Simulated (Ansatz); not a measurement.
# GeH3+ (singlet): correlated methods under varied settings

What do other methods and options give for GeH3+ (singlet) at this geometry, and how long do they take?

Computed with Ansatz 0.2.0, Gaussian basis. Level: the settings change from run to run.

23 further runs of the same task are left out: 2 for a known fault of the program, 10 that didn't finish, 11 set aside as unsound or not needed.

### 1 What is computed

The geometry is a PBE0/def2-TZVP stationary point (not a proven minimum) of the parent state, kept for this charge and spin. No spin-orbit coupling is included. The filled d shell of Ge may be among the frozen orbitals whatever the setting's name suggests; the logs give the count.

4 atoms, charge 1, spin multiplicity 1.

Atoms are counted from 1 here; the program's logs count them from 0.

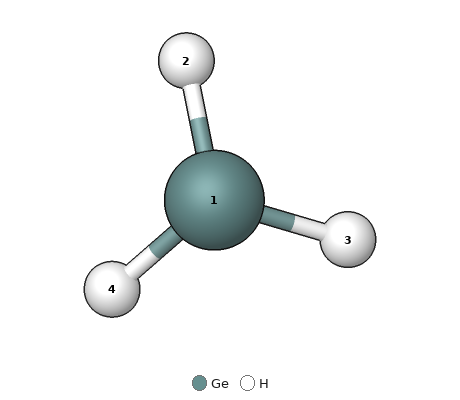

The structure; germanium teal, hydrogen white; atoms are numbered from 1 in the order of the file.

### 2 HF/cc-pVDZ

File in.yaml:

```yaml
crystal:
  periodic: [false, false, false]
  atoms:
    - {symbol: Ge, position_ang: [0.000034, -0.000003, -0.018730]}
    - {symbol: H, position_ang: [1.465006, 0.016889, 0.452573]}
    - {symbol: H, position_ang: [-0.748285, 1.261093, 0.448403]}
    - {symbol: H, position_ang: [-0.719150, -1.277779, 0.448837]}
basis:
  gaussian: {orbitals: cc-pVDZ, fitting: {mean_field: def2-universal-jkfit}}
total_charge: 1
magnetization: {spin_polarized: true, initial_magnetization: 0}
hamiltonian: {xc: hf}
accuracy: high
output: {orbitals: {seedname: orbitals}}
```

Started as:

```bash
$ ansatz run in.yaml --threads 1 --pin off --events-out ev --progress --plain --max-ram 2393MiB
```

Standard output:

```text
Functional definition: HF
  name "HF"
  cite "Fock, Z. Phys. 61, 126 (1930) doi:10.1007/BF01340294"
  parent pbe
  exchange = exact_x
  correlation = 0
320 factors; integrals over basis functions are off by at most 3.8e-1 eV
mean field evaluation 1: about -56510.3473 eV, gradient 6.1e0 eV
mean field evaluation 2: about -56510.6796 eV, gradient 1.3e0 eV
mean field evaluation 4: about -56510.6968 eV, gradient 3.2e-4 eV
mean field -56510.69683176 eV, -2076.7298042411 hartree, gradient 1.4e-8 eV, S^2 0.000000; 0 other end points of the search recorded, 0 dependent functions left out
reference -56510.69683176 eV, -2076.7298042411 hartree; 17, 17 occupied and 25, 25 virtual orbitals, 320 factors
Total energy: -56510.69683176 eV, -2076.7298042411 hartree
```

Run time: 0.61 s. Hardware: 1 thread of Intel Xeon at 2.50GHz, shared host.

From the report: ⟨S²⟩ of the determinant 0.000 (pure singlet: 0.00).

### 3 CCSDT on RHF/def2-mTZVP

File in.yaml:

```yaml
crystal:
  periodic: [false, false, false]
  atoms:
    - {symbol: Ge, position_ang: [0.000034, -0.000003, -0.018730]}
    - {symbol: H, position_ang: [1.465006, 0.016889, 0.452573]}
    - {symbol: H, position_ang: [-0.748285, 1.261093, 0.448403]}
    - {symbol: H, position_ang: [-0.719150, -1.277779, 0.448837]}
basis:
  gaussian: {orbitals: def2-mTZVP}
total_charge: 1
magnetization: {spin_polarized: false}
hamiltonian: {pseudopotentials: {relativity: none}}
correlation: {method: ccsdt, electrons: outside_noble_gas, diis_vectors: 12}
accuracy: high
```

Same command.

Standard output, shortened:

```text
Functional definition: HF
  name "HF"
  cite "Fock, Z. Phys. 61, 126 (1930) doi:10.1007/BF01340294"
  parent pbe
[...]
798 factors; integrals over basis functions are off by at most 4.5e-9 eV
[...]
mean field -56511.37036189 eV, -2076.7545560170 hartree, gradient 6.0e-8 eV, S^2 0.000000; 0 other end points of the search recorded, 0 dependent functions left out
14 core orbitals not correlated: weight in the atoms' cores, before any rotation towards them, 1.000 or more for the frozen orbitals, at most 0.000 for the correlated occupied ones
reference -56511.37036189 eV, -2076.7545560170 hartree; 3, 3 occupied and 28, 28 virtual orbitals, 798 factors
second order -1.87140212 eV of doubles, -0.00000000 eV of singles
cycle   1  -2.27929682 eV  change   -4.1e-1 eV  update   5.8e-2
[...]
cycle  18  -2.55152525 eV  change  -7.7e-11 eV  update  7.1e-10
Total energy: -56513.92188714 eV, -2076.8483228405 hartree
```

Run time: 3.7 s. Hardware: 1 thread of Intel Xeon at 2.50GHz, shared host.

From the report: correlation -2.5515 eV; T1 0.013; largest double amplitude 0.05.

### 4 BCCD(T) on UHF/cc-pVDZ

File in.yaml:

```yaml
crystal:
  periodic: [false, false, false]
  atoms:
    - {symbol: Ge, position_ang: [0.000034, -0.000003, -0.018730]}
    - {symbol: H, position_ang: [1.465006, 0.016889, 0.452573]}
    - {symbol: H, position_ang: [-0.748285, 1.261093, 0.448403]}
    - {symbol: H, position_ang: [-0.719150, -1.277779, 0.448837]}
basis:
  gaussian: {orbitals: cc-pVDZ}
total_charge: 1
magnetization: {spin_polarized: true, initial_magnetization: 0}
correlation: {method: bccd_t, electrons: outside_noble_gas}
scf: {lower_state_search: light}
```

The command is unchanged.

Standard output, shortened:

```text
Functional definition: HF
  name "HF"
  cite "Fock, Z. Phys. 61, 126 (1930) doi:10.1007/BF01340294"
  parent pbe
[...]
455 factors; integrals over basis functions are off by at most 1.0e-3 eV
[...]
mean field -56510.69764832 eV, -2076.7298342493 hartree, gradient 6.9e-6 eV, S^2 0.000000; 1 other end points of the search recorded, 0 dependent functions left out
14 core orbitals not correlated: weight in the atoms' cores, before any rotation towards them, 1.000 or more for the frozen orbitals, at most 0.000 for the correlated occupied ones
reference -56510.69764832 eV, -2076.7298342493 hartree; 3, 3 occupied and 25, 25 virtual orbitals, 455 factors
second order -2.26121728 eV of doubles, -0.00000000 eV of singles
cycle   1  -2.74918386 eV  change   -4.9e-1 eV  update   5.3e-2
[...]
cycle   8  -2.94763992 eV  change    3.5e-6 eV  update   4.8e-6
perturbative correction -0.04900995 eV, -0.0018010825 hartree
Total energy: -56513.69429819 eV, -2076.8399591008 hartree
```

Wall time 2.3 s (1 thread of Intel Xeon at 2.50GHz, shared host).

From the report: ⟨S²⟩ of the determinant 0.000 (pure singlet: 0.00); correlation -2.9966 eV; largest double amplitude 0.05.

### 5 CCSDT(Q)/B on UHF/def2-mTZVP

Edit in.yaml of step 4 so:

```diff
@@ -8,6 +8,6 @@
 basis:
-  gaussian: {orbitals: cc-pVDZ}
+  gaussian: {orbitals: def2-mTZVP}
 total_charge: 1
 magnetization: {spin_polarized: true, initial_magnetization: 0}
-correlation: {method: bccd_t, electrons: outside_noble_gas}
-scf: {lower_state_search: light}
+correlation: {method: ccsdt_q_b, electrons: outside_noble_gas}
+scf: {lower_state_search: off}
```

Launched as before.

Standard output, shortened:

```text
Functional definition: HF
  name "HF"
  cite "Fock, Z. Phys. 61, 126 (1930) doi:10.1007/BF01340294"
  parent pbe
[...]
716 factors; integrals over basis functions are off by at most 2.2e-7 eV
[...]
mean field -56511.37036189 eV, -2076.7545560168 hartree, gradient 6.7e-7 eV, S^2 0.000000; 0 other end points of the search recorded, 0 dependent functions left out
14 core orbitals not correlated: weight in the atoms' cores, before any rotation towards them, 1.000 or more for the frozen orbitals, at most 0.000 for the correlated occupied ones
reference -56511.37036189 eV, -2076.7545560168 hartree; 3, 3 occupied and 28, 28 virtual orbitals, 716 factors
second order -1.87140209 eV of doubles, -0.00000000 eV of singles
cycle   1  -2.27929689 eV  change   -4.1e-1 eV  update   5.8e-2
[...]
cycle  11  -2.55152554 eV  change    5.9e-8 eV  update   3.6e-7
perturbative correction -0.00059391 eV, -0.0000218257 hartree
Total energy: -56513.92248134 eV, -2076.8483446767 hartree
Checks for a lower state left out: stability, starts, cluster_reference, orbital_swaps, neighbouring_geometries, increment
```

Wall time 15 s (1 thread of Intel Xeon at 2.50GHz, shared host).

From the report: ⟨S²⟩ of the determinant 0.000 (pure singlet: 0.00); correlation -2.5521 eV; T1 0.013; largest double amplitude 0.05.

### 6 BCCD/cc-pVTZ

File in.yaml:

```yaml
crystal:
  periodic: [false, false, false]
  atoms:
    - {symbol: Ge, position_ang: [0.000034, -0.000003, -0.018730]}
    - {symbol: H, position_ang: [1.465006, 0.016889, 0.452573]}
    - {symbol: H, position_ang: [-0.748285, 1.261093, 0.448403]}
    - {symbol: H, position_ang: [-0.719150, -1.277779, 0.448837]}
basis:
  gaussian: {orbitals: cc-pVTZ}
total_charge: 1
magnetization: {spin_polarized: false}
hamiltonian: {xc: {name: PBE}}
correlation: {method: bccd, electrons: outside_noble_gas, diis_vectors: 4}
output: {forces: true}
```

Launched as before.

Standard output, shortened:

```text
Functional definition: PBE
  name "PBE"
  cite "Perdew, Burke & Ernzerhof, Phys. Rev. Lett. 77, 3865 (1996) doi:10.1103/PhysRevLett.77.3865"
  parent pbe
[...]
505 factors; integrals over basis functions are off by at most 8.8e-4 eV
[...]
mean field -56549.04881027 eV, -2078.1392134554 hartree, gradient 3.6e-7 eV, S^2 0.000000; 0 other end points of the search recorded, 0 dependent functions left out
14 core orbitals not correlated: weight in the atoms' cores, before any rotation towards them, 0.999 or more for the frozen orbitals, at most 0.000 for the correlated occupied ones
reference -56512.01644659 eV, -2076.7782991917 hartree; 3, 3 occupied and 68, 68 virtual orbitals, 505 factors
second order -2.90654368 eV of doubles, -0.28136871 eV of singles
cycle   1  -3.60195364 eV  change   -4.2e-1 eV  update   4.9e-2
[...]
cycle   9  -3.77902897 eV  change   -3.0e-6 eV  update   1.8e-6
[...]
Total energy: -56515.79547556 eV, -2076.9171759449 hartree
Atom 0 at     0.000034    -0.000003    -0.018730 Å, force    -0.005502     0.000458     3.050839 eV/Å
Atom 1 at     1.465006     0.016889     0.452573 Å, force     0.279997     0.003039    -1.016444 eV/Å
Atom 2 at    -0.748285     1.261093     0.448403 Å, force    -0.140012     0.239142    -1.017239 eV/Å
Atom 3 at    -0.719150    -1.277779     0.448837 Å, force    -0.134483    -0.242640    -1.017156 eV/Å
Dipole moment:     0.000301    -0.000025    -0.167369 e Å
```

It took 11 s on 1 thread of Intel Xeon at 2.50GHz, shared host; peak memory 0.27 GiB.

From the report: correlation -3.7790 eV; largest double amplitude 0.05.

### 7 The runs in one table

Where basis and cores are those of an earlier FCI/cc-pVDZ run (-56513.7094 eV), and the state is the same kind, the miss against it is given.

```csv
level,correlated,functions,energy (eV),from FCI (meV),time
HF/cc-pVDZ,,42,-56510.6968,3012.5,0.61 s
CCSDT on RHF/def2-mTZVP,outside noble gas,45,-56513.9219,,3.7 s
BCCD(T) on UHF/cc-pVDZ,outside noble gas,42,-56513.6943,15.1,2.3 s
CCSDT(Q)/B on UHF/def2-mTZVP,outside noble gas,45,-56513.9225,,15 s
BCCD/cc-pVTZ (on PBE orbitals),outside noble gas,85,-56515.7955,,11 s
```

### 8 Outcome

| quantity | value |
| --- | --- |
| runs | 5 |
| quickest | HF/cc-pVDZ, 0.61 s |
| slowest | CCSDT(Q)/B on UHF/def2-mTZVP, 15 s |

**Reading.** Total energies in different bases, with other cores or another treatment of relativity can't be set against each other. CCSDT(Q)/B on UHF/def2-mTZVP took 24 times as long as HF/cc-pVDZ; the jobs differ in more than the method. Hartree-Fock, CASSCF and CASCI lack dynamic correlation by design.
